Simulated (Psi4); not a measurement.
**CH4ClGe (SMILES [CH3][GeH][Cl]) at UB2PLYP/cc-pVQZ (density fitting with def2-universal-jkfit, density fitting for correlation, sweep point 3)**

What is the energy change on altering one bond length of CH4ClGe at UB2PLYP/cc-pVQZ (density fitting with def2-universal-jkfit, density fitting for correlation, sweep point 3)? 

Program for the calculation: Psi4 1.11.

**1. The structure to begin with**

CH4ClGe: 7 atoms, total charge 0, spin state doublet. As SMILES, `[CH3][GeH][Cl]`. Geometry: relaxed at PBE0-D4/def2-TZVP.

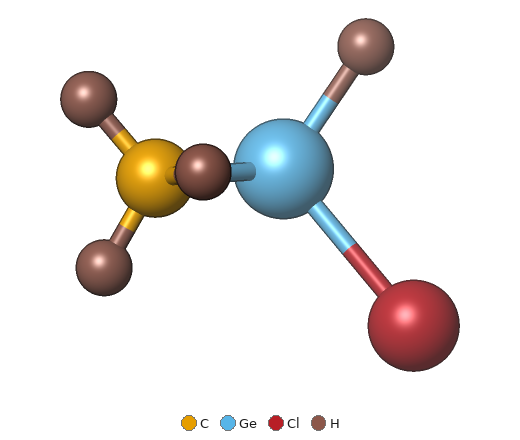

The structure, seen from a chosen angle (carbon amber, germanium blue, chlorine red, hydrogen brown).

**2. The energy at UB2PLYP/cc-pVQZ (density fitting with def2-universal-jkfit, density fitting for correlation, sweep point 3)**

calc.inp

```
memory 1.6 GB

molecule geom {
  0 2
  C     -0.733100     0.438400    -0.261900
  Ge     0.705400    -0.885500    -0.183100
  Cl     1.017000    -1.361700     1.909500
  H     -0.433400     1.314500     0.317300
  H     -1.646200     0.021400     0.160800
  H     -0.909900     0.729400    -1.298200
  H      2.061400    -0.324500    -0.690100
  units angstrom
  symmetry c1
}

set {
  basis cc-pVQZ
  reference uks
  puream true
  scf_type df
  dft_radial_points 99
  dft_spherical_points 590
  num_frozen_docc 15
  maxiter 100
  df_basis_scf def2-universal-jkfit
}

energy('b2plyp')
```

On the command line:

```sh
psi4 -n 1 calc.inp calc.out
```

calc.out (excerpt; [...] marks lines left out):

```text
[...]
  Running in c1 symmetry.
[...]
  Nuclear repulsion =  253.359726229940179
[...]
  Multiplicity = 2
[...]
  Nalpha       = 30
  Nbeta        = 29
[...]
    Number of basis functions: 302
[...]
   @DF-UKS iter   1: -2575.67575657842553   -2.50582e+00   8.33292e-03 ADIIS/DIIS
[...]
   @DF-UKS iter   9: -2577.07255469429811   -5.51956e-07   6.63702e-07 DIIS
[...]
   @S^2 Observed:                7.531220902E-01
[...]
    Orbital Energies [Eh]
    ---------------------
    Alpha Occupied:
       1A   -401.487071     2A   -102.912269     3A    -50.786970
       4A    -45.128077     5A    -45.126626     6A    -45.125315
       7A    -10.624717     8A     -9.900888     9A     -7.540349
      10A     -7.536874    11A     -7.535958    12A     -6.644131
      13A     -4.736051    14A     -4.732758    15A     -4.728876
      16A     -1.414482    17A     -1.412789    18A     -1.409680
      19A     -1.408860    20A     -1.407177    21A     -0.922284
      22A     -0.821302    23A     -0.600956    24A     -0.496181
      25A     -0.495099    26A     -0.424869    27A     -0.413689
      28A     -0.388799    29A     -0.360288    30A     -0.266903
    Alpha Virtual:
[...]
  @DF-UKS Final Energy: -2577.07255469429811
   => Energetics <=
    Nuclear Repulsion Energy =            253.3597262299401791
    One-Electron Energy =               -4089.1913882322510290
    Two-Electron Energy =                1313.1420975642413396
    DFT Exchange-Correlation Energy =     -54.3829902562287870
    Empirical Dispersion Energy =           0.0000000000000000
    VV10 Nonlocal Energy =                  0.0000000000000000
    Total Energy =                      -2577.0725546942981055
  UHF NO Occupations:
  HONO-2 :   28  A 1.9997344
  HONO-1 :   29  A 1.9990935
[...]
 Multipole Moments:
 ------------------------------------------------------------------------------------
     Multipole            Electronic (a.u.)      Nuclear  (a.u.)        Total (a.u.)
 ------------------------------------------------------------------------------------
 L = 1.  Multiply by 2.5417464519 to convert [e a0] to [Debye]
 Dipole X            :          3.9477969           -4.3315621           -0.3837652
 Dipole Y            :         -5.2019831            5.6270475            0.4250644
 Dipole Z            :         -1.8964175            1.0954611           -0.8009564
 Magnitude           :                                                    0.9846251
[...]
```

Wall time 2.2 min (1 thread of Intel Xeon Platinum 8259CL at 2.50GHz (Skylake/Cascade Lake), shared host); peak memory 1.7 GiB.

**3. The distorted shape, same level**

ch4clge.dat

```
memory 1.6 GB

molecule m {
  0 2
  C     -0.982382     0.819363    -1.935995
  Ge     0.456118    -0.504537    -1.857195
  Cl     1.017000    -1.361700     1.909500
  H     -0.682682     1.695463    -1.356795
  H     -1.895482     0.402363    -1.513295
  H     -1.159182     1.110363    -2.972295
  H      1.812118     0.056463    -2.364195
  symmetry c1
}

set reference uks
set puream true
set scf_type df
set dft_radial_points 99
set dft_spherical_points 590
set num_frozen_docc 15
set maxiter 100
set df_basis_scf def2-universal-jkfit

energy("b2plyp/cc-pVQZ")
print_variables()
```

On the command line:

```sh
psi4 -i ch4clge.dat -o ch4clge.out -n 1
```

ch4clge.out (excerpt; [...] marks lines left out):

```text
[...]
  Running in c1 symmetry.
[...]
  Nuclear repulsion =  186.144078100907876
[...]
  Multiplicity = 2
[...]
  Nalpha       = 30
  Nbeta        = 29
[...]
    Number of basis functions: 302
[...]
   @DF-UKS iter   1: -2575.69166064591673   -2.99670e+00   8.10725e-03 ADIIS/DIIS
[...]
   @DF-UKS iter  22: -2576.96383684825014   -6.21538e-07   6.42747e-07 DIIS
[...]
   @S^2 Observed:                9.434335686E-01
[...]
    Orbital Energies [Eh]
    ---------------------
    Alpha Occupied:
       1A   -401.497823     2A   -102.923539     3A    -50.798167
       4A    -45.139583     5A    -45.136750     6A    -45.136186
       7A    -10.632841     8A     -9.908320     9A     -7.559604
      10A     -7.540865    11A     -7.540850    12A     -6.652378
      13A     -4.746617    14A     -4.737154    15A     -4.736277
      16A     -1.424209    17A     -1.420216    18A     -1.419899
      19A     -1.413579    20A     -1.411076    21A     -0.906611
      22A     -0.832781    23A     -0.592435    24A     -0.504230
      25A     -0.502044    26A     -0.415357    27A     -0.406961
      28A     -0.365132    29A     -0.364904    30A     -0.289626
    Alpha Virtual:
[...]
  @DF-UKS Final Energy: -2576.96383684825014
   => Energetics <=
    Nuclear Repulsion Energy =            186.1440781009078762
    One-Electron Energy =               -3954.4659765340047670
    Two-Electron Energy =                1245.6847904475300766
    DFT Exchange-Correlation Energy =     -54.3267288626831473
    Empirical Dispersion Energy =           0.0000000000000000
    VV10 Nonlocal Energy =                  0.0000000000000000
    Total Energy =                      -2576.9638368482501392
  UHF NO Occupations:
  HONO-2 :   28  A 1.9985889
  HONO-1 :   29  A 1.9008017
[...]
 Multipole Moments:
 ------------------------------------------------------------------------------------
     Multipole            Electronic (a.u.)      Nuclear  (a.u.)        Total (a.u.)
 ------------------------------------------------------------------------------------
 L = 1.  Multiply by 2.5417464519 to convert [e a0] to [Debye]
 Dipole X            :          3.5822051           -4.1034172           -0.5212121
 Dipole Y            :         -4.5045355            5.2783870            0.7738516
 Dipole Z            :         -4.2244546            2.6276065           -1.5968481
 Magnitude           :                                                    1.8494411
[...]
```

Wall time 4.3 min (1 thread of Intel Xeon Platinum 8259CL at 2.50GHz (Skylake/Cascade Lake), shared host); peak memory 1.8 GiB.

**4. What came out**

Level: UB2PLYP/cc-pVQZ (density fitting with def2-universal-jkfit, density fitting for correlation, sweep point 3), 15 core orbitals frozen.

| quantity | value |
| --- | --- |
| first shape: total energy | -2577.28245 Eh |
| first shape: HOMO energy (SCF part's orbitals) (highest over α and β) | -7.26 eV |
| first shape: LUMO energy (SCF part's orbitals) (lowest over α and β) | -1.76 eV |
| first shape: ⟨S²⟩ | 0.753 |
| distorted shape: total energy | -2577.16678 Eh |
| distorted shape: HOMO energy (SCF part's orbitals) (highest over α and β) | -7.18 eV |
| distorted shape: LUMO energy (SCF part's orbitals) (lowest over α and β) | -3.86 eV |
| distorted shape: ⟨S²⟩ | 0.943 |
| energy change with the Ge2–Cl3 bond stretched from 2.169 to 3.903 Å | 3.147 eV |

What this shows: With the Ge2–Cl3 bond stretched from 2.169 to 3.903 Å the energy rises by 3.15 eV (304 kJ/mol). The first shape isn't relaxed at this level, so the change isn't measured from a minimum. ⟨S²⟩ (distorted shape) is 0.94 where a pure doublet has 0.75: the reference is spin-contaminated.
